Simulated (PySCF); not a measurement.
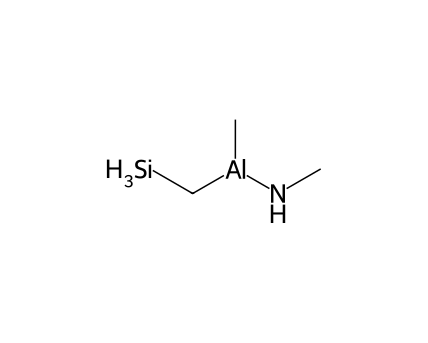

**Write the SMILES.**

C[NH][Al]([CH3])[CH2][SiH3]

**Give the formula, hydrogens included.**

C3H12AlNSi.

**An optimisation with GFN2-xTB gave a structure of which point group?**

C1. Other conformers may differ.

The parts below concern this one geometry. Atoms keep their numbers from picture to picture. The geometry was computed by an optimisation with GFN2-xTB. No frequency run is at hand to confirm it as a minimum.

Geometry

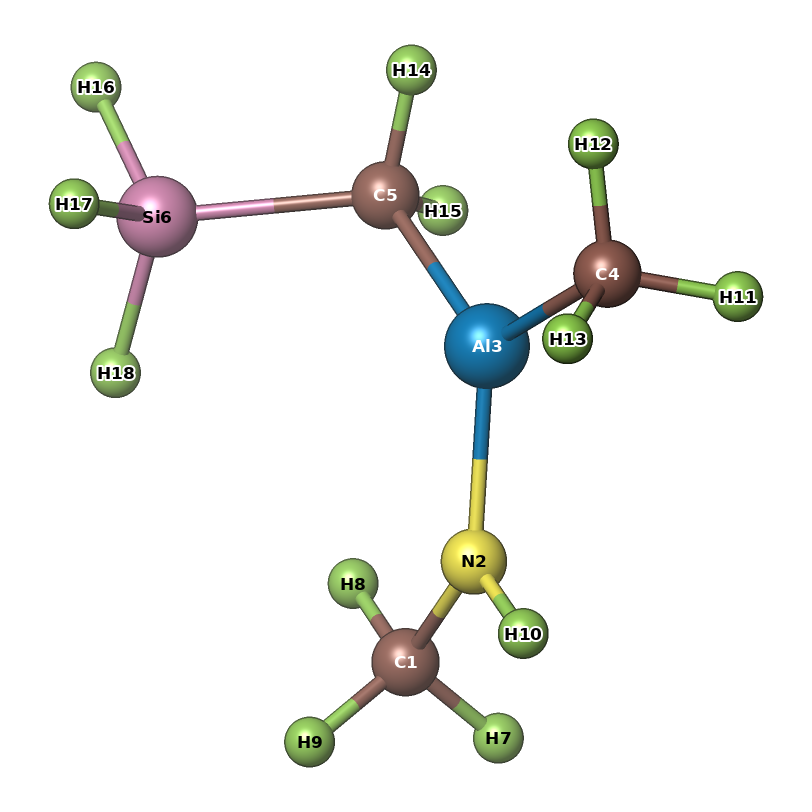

No frequency run is at hand to confirm it as a minimum.

Give the bond lengths. Leave out bonds to hydrogen.

```json
{"bond": "C1–N2", "length (Å)": "1.457"}
{"bond": "N2–Al3", "length (Å)": "1.793"}
{"bond": "Al3–C4", "length (Å)": "1.992"}
{"bond": "Al3–C5", "length (Å)": "1.998"}
{"bond": "C5–Si6", "length (Å)": "1.901"}
```

Charges

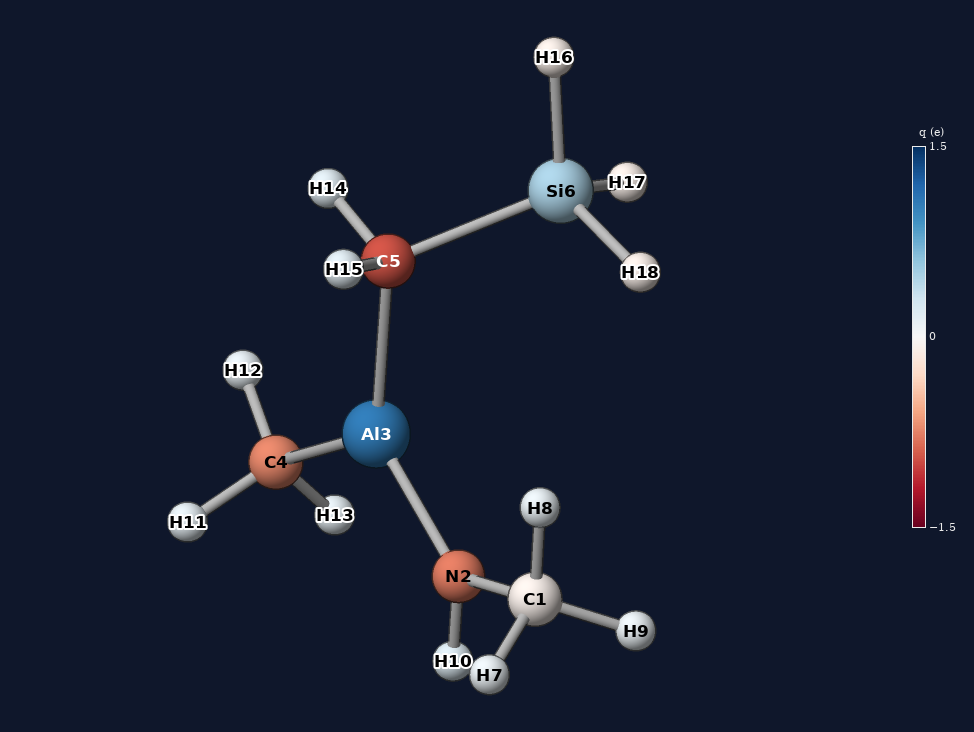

Atoms are coloured by their Mulliken charges. No frequency run is at hand to confirm it as a minimum. Method: PBE0/pcSseg-1, gas phase (PySCF 2.14.0).

**Which atom carries the highest charge (most positive or least negative)?**

Al3 (1.05 e).

**And the lowest?**

C5 (−0.94 e).

Give the Mulliken charges atom by atom.

| atom | value (e) |
| --- | --- |
| C1 | −0.08 |
| N2 | −0.77 |
| Al3 | 1.05 |
| C4 | −0.72 |
| C5 | −0.94 |
| Si6 | 0.48 |
| H7 | 0.10 |
| H8 | 0.11 |
| H9 | 0.10 |
| H10 | 0.20 |
| H11 | 0.13 |
| H12 | 0.13 |
| H13 | 0.13 |
| H14 | 0.17 |
| H15 | 0.17 |
| H16 | −0.09 |
| H17 | −0.09 |
| H18 | −0.09 |

Electronic properties

No frequency run is at hand to confirm it as a minimum. Method: PBE0/def2-SVPD, gas phase (PySCF 2.14.0). Excitations: vertical, linear response.

Computed properties:

- dipole moment: 1.08 D
- HOMO energy (Kohn–Sham orbital): −6.65 eV
- LUMO energy (Kohn–Sham orbital): −0.22 eV
- HOMO–LUMO gap: 6.43 eV
- mean static polarisability: 101.0 bohr³
- lowest vertical singlet excitation: 5.31 eV
- its oscillator strength: 0.018
- brightest of the 6 lowest singlets: 6.35 eV
- its oscillator strength: 0.13

NMR shielding

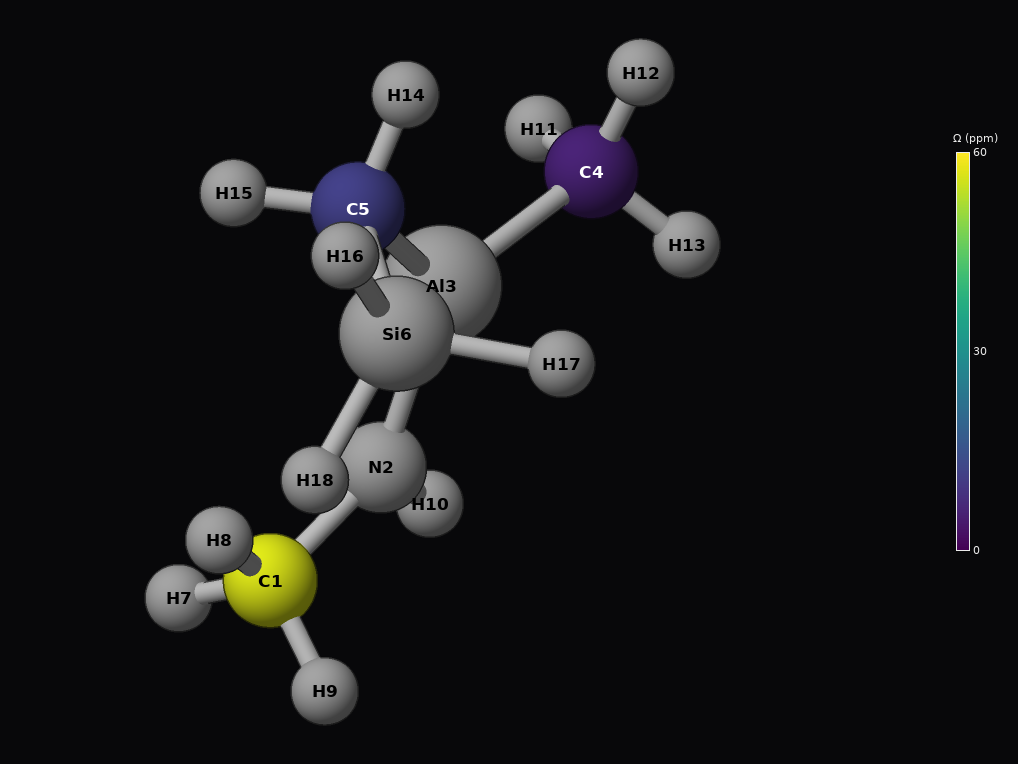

The C atoms are coloured by the span of their shielding tensor. No frequency run is at hand to confirm it as a minimum. Level of theory: GIAO PBE0/pcSseg-1 NMR shielding, non-relativistic, gas phase (PySCF 2.14.0). Principal shieldings σ11 ≤ σ22 ≤ σ33, span Ω = σ33 − σ11, skew κ = 3(σiso − σ22)/Ω.

**Which C atom has the most anisotropic shielding?**

C1, with a span of 57 ppm.

Give the shielding tensors of the C atoms.

```json
{"atom": "C1", "σ11": "125.8", "σ22": "144.7", "σ33": "182.5", "σiso": "151.0", "Ω": "56.7", "κ": "0.33"}
{"atom": "C4", "σ11": "195.0", "σ22": "200.6", "σ33": "200.8", "σiso": "198.8", "Ω": "5.8", "κ": "−0.92"}
{"atom": "C5", "σ11": "195.7", "σ22": "205.6", "σ33": "207.2", "σiso": "202.8", "Ω": "11.5", "κ": "−0.73"}
```

Shieldings and span in ppm.

Mulliken values depend strongly on the basis set and can even reverse the polarity of a bond. The geometry is semi-empirical. Around Al, Si such bond lengths and angles can be off by a tenth of an ångström or more and by several degrees, and values that hang on the shape move with them.
